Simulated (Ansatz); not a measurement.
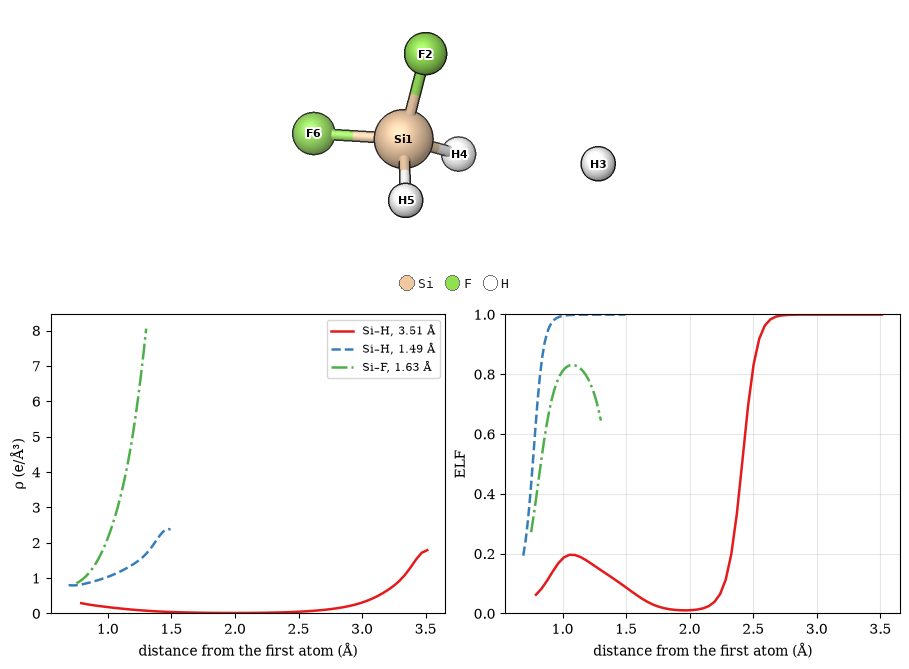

The picture shows: F$_{2}$H$_{2}$Si···H (doublet). Electron density and electron localisation function along straight lines between neighbouring atoms. The curves leave out the atomic cores. The structure is drawn too.

Theory: Ansatz, UKS PBE/def2-SVP.

Input file:

```
crystal:
  periodic: [false, false, false]
  atoms:
    - { symbol: Si, position_ang: [0.003189, 0.0, -0.081108] }
    - { symbol: F, position_ang: [0.031611, -1.0e-06, 1.53636] }
    - { symbol: H, position_ang: [1.417139, 0.0, -0.573529] }
    - { symbol: H, position_ang: [-0.712493, 1.230578, -0.544235] }
    - { symbol: H, position_ang: [-0.712493, -1.230578, -0.544235] }
    - { symbol: F, position_ang: [-0.025552, 0.0, 3.868147] }
magnetization:
  spin_polarized: true
  initial_magnetization: 1
basis:
  gaussian: { orbitals: def2-SVP }
hamiltonian:
  xc: pbe
relax:
  f_tol: 0.03
  max_steps: 50
output:
  orbitals: {}
```

Launched as:

```sh
ansatz run input.yaml --threads 1 --pin off --max-ram 2048MiB --backend cpu --events-out ev --progress --plain --runs-dir out
```

The fields are those of the run's last geometry, not of the input's.

> Compare the contacts.

Si1···H3 (3.51 Å): the density falls to about 0.02 e/Å³ on the way; the ELF dips to about 0 between them (a weak contact between the two molecules).
Si–H (1.49 Å): the density is about 0.8 e/Å³ at the midpoint; the ELF climbs to about 1 towards the hydrogen, as it does in any bond to H.
Si–F (1.63 Å): ρ at the midpoint is about 1 e/Å³; the ELF peaks at about 0.85 in the valence shell of F, 0.5 Å from its nucleus, and is about 0.45 at the midpoint.
